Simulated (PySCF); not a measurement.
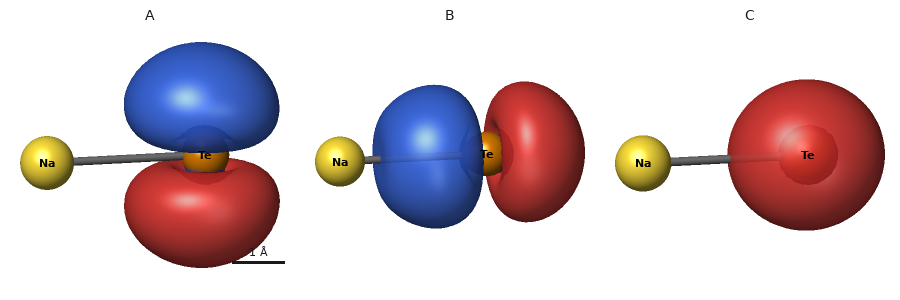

*NaTe (charge +1, triplet). Three frontier β-spin orbitals, each drawn at the value that holds 80 % of its norm (red and blue are the two phases), in no order; of a degenerate pair one member is drawn.*

Core potentials replace the inner electrons of Te.

Computed with PySCF 2.14.0, PBE0/def2-SVPD, non-relativistic Hamiltonian with scalar-relativistic core potentials where named, at a bond length of 3.161 Å.

### Label each orbital by symmetry, say whether it is occupied, and order them by energy.

Orbital C: σ, occupied in this spin, −20.33 eV; almost wholly on Te.
Orbital B: σ, occupied in this spin, −11.29 eV; mainly on Te (90 %).
Orbital A: π, empty in this spin, −8.58 eV; almost wholly on Te.
